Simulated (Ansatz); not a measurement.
# ScCu (Pm-3m): phonons along a line and the smearing, part 2 of 2

Aim: see how the phonons of ScCu (Pm-3m) along the first symmetry line respond to the electronic smearing.

Ansatz 0.2.0; DFT PBEsol, scalar-relativistic, plane waves, PAW; PAW set soft_1.

So far. Step 2 (Relaxation): The largest force is now zero by symmetry and the largest stress component 0.0068 GPa, small enough for phonons. Step 4 (Phonons along a line: Fermi–Dirac smearing of 0.25 eV): Against step 3 (now smearing width 0.25 eV), the free energy moves by -68.9 meV an atom. The relaxed cell has a = 3.211 Å (conventional setting).

## Step 5: Phonons along a line: Fermi–Dirac smearing of 0.04 eV (continued)

Each wavevector solved by linear response. The frequency by |q| along the line:

| \|q\| along the line (Å⁻¹) | mode 1 (cm⁻¹) | mode 2 (cm⁻¹) | mode 3 (cm⁻¹) | mode 4 = mode 5 (cm⁻¹) | mode 6 (cm⁻¹) |
| --- | --- | --- | --- | --- | --- |
| 0.000 | 0 | 0 | 0 | 193 | 193 |
| 0.122 | 20.6 | 20.6 | 33.2 | 193 | 195 |
| 0.367 | 60.8 | 60.8 | 87.3 | 187 | 206 |
| 0.612 | 96.6 | 96.6 | 110 | 175 | 225 |
| 0.856 | 107 | 124 | 124 | 157 | 238 |

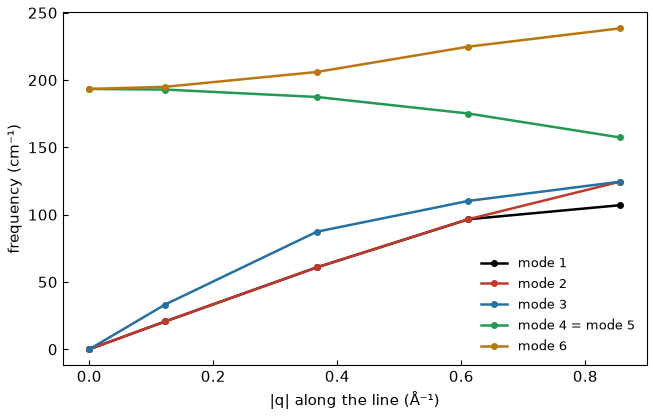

Frequency, plotted against |q| along the line.

Against step 3 (now smearing width 0.04 eV), the free energy moves by +9.0 meV an atom.

## Step 6: Phonons along a line: Methfessel–Paxton smearing of 0.2 eV

Each wavevector is solved by itself, so no interpolation smooths a dip of the branch.

input.yaml reads:

```yaml
crystal:
  lattice:
    - [3.2108082147, 0.0, 0.0]
    - [0.0, 3.2108082147, 0.0]
    - [0.0, 0.0, 3.2108082147]
  atoms:
    - { symbol: Sc, position: [0.5, 0.5, 0.5] }
    - { symbol: Cu, position: [0.0, 0.0, 0.0] }
kpoints:
  mp_grid: { grid: [16, 16, 16] }
hamiltonian:
  xc: pbesol
  pseudopotentials: { kind: paw, azcp: { folder: soft_1 }, xc_functional: pbe }
scf:
  occupations: { method: methfessel_paxton, width: 0.2 }
output:
  eigenvalues: true
phonons:
  method: dfpt
  qpoints:
    - [0, 0, 0]
    - [0.0, 0.0625, 0.0]
    - [0.0, 0.1875, 0.0]
    - [0.0, 0.3125, 0.0]
    - [0.0, 0.4375, 0.0]
```

The run is started by

```sh
$ ansatz run input.yaml --threads 4 --pin off --max-ram 12288MiB --backend cpu --events-out ev --progress --plain --runs-dir out
```

Numbers of over 12 decimals in the logs are rounded to 6 here.

What it wrote:

```text
[...]
Crystal: 2 atoms, lattice volume = 33.101 Å³
Basis set: ecut = 420 eV, 619 PW (Γ), exchange–correlation on 48×48×48 points (8 copies of the dense FFT grid, shifted against one another)
Bands: 19, of which v1, the nominal top of the filled ones, is band 15 counted from 1 (14 counted from 0)
Symmetry: 48 space group operations
k-points: 165 of 4096
[...]
SCF iter   1: F=—  HF=-8710.504314 eV  |F-HF|=—  |Δ(HF+E_count)|=         —  Δρ=9.66e-1  dr2=2.61e2  ethr=3.10e-3  ⟨swp⟩=4.5  Hψ=24487  notcnv=0
[...]
SCF iter  14: F=-8700.692596 eV  HF=-8700.692596 eV  |F-HF|=0.00e0  |Δ(HF+E_count)|=  1.82e-12  S|Δr|=    0.00e0  Δρ=1.79e-8  dr2=2.38e-14  ethr=1.00e-12  ⟨swp⟩=8.7  Hψ=15220  notcnv=0
SCF 1 converged in 14 iterations: F = -8700.692596 eV  dr2 = 2.38e-14
[...]
SCF converged after 14 iterations
Stability not checked: this state was not tested for a lower state beside it, because cold or Methfessel-Paxton smearing, or corrected tetrahedra, fill the levels in a way that the test cannot read (fill_not_monotonic; see scf.lower_state_search)
Free energy (F): -8700.692596 eV
[...]
Internal energy: -8700.695533 eV  (E = F + TS)
E sigma→0 (E₀):  -8700.693330 eV
Entropy (-TS):   0.002937 eV (1.469 meV/atom)
Fermi energy:    12.886989 eV
[...]
--- Band table (eV; the first three rows and the last of 165) ---
  k-point 0: bands = [... 11 lower, 9.8457, 9.8457, 9.8457, 13.4429, 13.4429, 16.2385, 16.2385, 16.2385, ... 4 higher]
  k-point 1: bands = [... 11 lower, 9.8410, 9.8410, 9.8497, 13.4342, 13.4414, 16.1170, 16.1170, 16.2347, ... 4 higher]
  k-point 2: bands = [... 11 lower, 9.8279, 9.8279, 9.8611, 13.4088, 13.4158, 15.8161, 15.8161, 16.2239, ... 4 higher]
  k-point 164: bands = [... 11 lower, 10.2231, 10.2231, 11.3459, 11.3459, 11.3459, 16.1399, 17.0033, 17.0033, ... 4 higher]
[...]
ASR residual: 9.732e-6 → 0.000e0 eV/Å²; symmetrization residual: 1.694e-6 eV/Å²
  ASR residual per site (eV/Å²): 9.73e-6 1.47e-6
  Γ frequencies (cm⁻¹): 0.00 0.00 0.00 193.26 193.26 193.26
[...]
--- Phonons (arbitrary-q DFPT): 5 explicit q-points ---
[...]
```

Wall time 4.2 min (4 threads of Arm Neoverse V2, shared host); peak memory 2.3 GiB.

Each wavevector solved by linear response. The frequency by |q| along the line:

| \|q\| along the line (Å⁻¹) | mode 1 (cm⁻¹) | mode 2 (cm⁻¹) | mode 3 (cm⁻¹) | mode 4 = mode 5 (cm⁻¹) | mode 6 (cm⁻¹) |
| --- | --- | --- | --- | --- | --- |
| 0.000 | 0 | 0 | 0 | 193 | 193 |
| 0.122 | 20.4 | 20.4 | 33.1 | 193 | 195 |
| 0.367 | 60.9 | 60.9 | 87.4 | 187 | 206 |
| 0.612 | 96.8 | 96.8 | 111 | 175 | 226 |
| 0.856 | 108 | 125 | 125 | 158 | 240 |

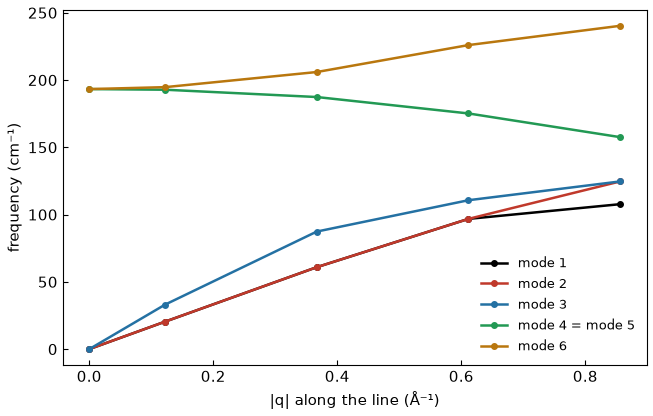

Frequency, plotted against |q| along the line.

Against step 3 (now occupations Methfessel-Paxton and smearing width 0.2 eV), the free energy moves by +11.1 meV an atom.

## Step 7: The lowest branch at each setting

Lowest frequency against |q| along the line:

| \|q\| along the line (Å⁻¹) | fermi dirac 0.1 eV, k 16x16x16 (cm⁻¹) | fermi dirac 0.25 eV, k 16x16x16 (cm⁻¹) | fermi dirac 0.04 eV, k 16x16x16 (cm⁻¹) | methfessel paxton 0.2 eV, k 16x16x16 (cm⁻¹) |
| --- | --- | --- | --- | --- |
| 0.000 | 0 | 0 | 0 | 0 |
| 0.122 | 20.3 | 20.3 | 20.6 | 20.4 |
| 0.367 | 60.5 | 60.0 | 60.8 | 60.9 |
| 0.612 | 96.2 | 95.9 | 96.6 | 96.8 |
| 0.856 | 107 | 105 | 107 | 108 |

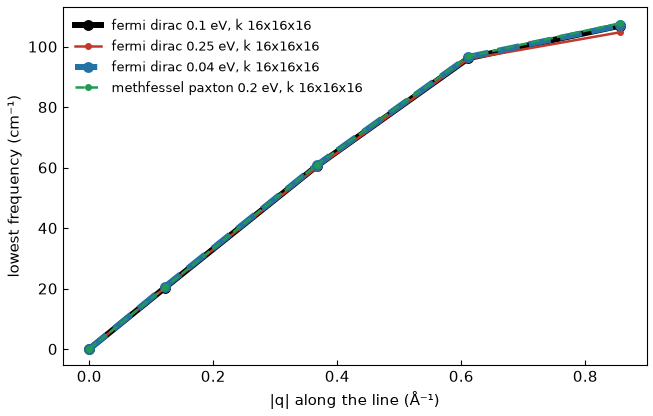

Lowest frequency, plotted against |q| along the line.

## Step 8: Results

```yaml
phonon_run_of_the_rows_without_a_label_of_their_own: PBEsol, k 16×16×16
lowest_branch_at_the_last_solved_point_fermi_dirac_0p1_ev: 107 cm⁻¹ at |q| = 0.856 Å⁻¹
lowest_branch_at_the_last_solved_point_fermi_dirac_0p25_ev: 105 cm⁻¹ at |q| = 0.856 Å⁻¹
lowest_branch_at_the_last_solved_point_fermi_dirac_0p04_ev: 107 cm⁻¹ at |q| = 0.856 Å⁻¹
lowest_branch_at_the_last_solved_point_methfessel_paxton_0p2_ev: 108 cm⁻¹ at |q| = 0.856 Å⁻¹
```

**Reading.** No branch softens by more than 4 % of the top frequency as the smearing narrows, so no anomaly that hangs on the smearing shows at these points. The line holds 5 wavevectors, so a narrow dip between them would be missed. Between Fermi–Dirac 0.25 eV and Fermi–Dirac 0.04 eV the largest change, with modes counted by rank of frequency, is in mode 3 at |q| = 0.612 Å⁻¹, from 106 to 110 cm⁻¹. Where branches cross, a count by rank can hide a softening. At the narrowest width the k mesh may not resolve the Fermi surface, so part of the change can be mesh noise. The PAW files were made for PBE; under other functionals the run regenerates their frozen core.

[Logs are printed without paths, hosts, clocks, repeated set-up lines and the standing remarks that a program may print on its own settings, such as how far it seeks lower states.]

[Hosts, paths, dates, database ids (printed as entryN), source tags and the programs' standing remarks are cut or masked in the printed files.]
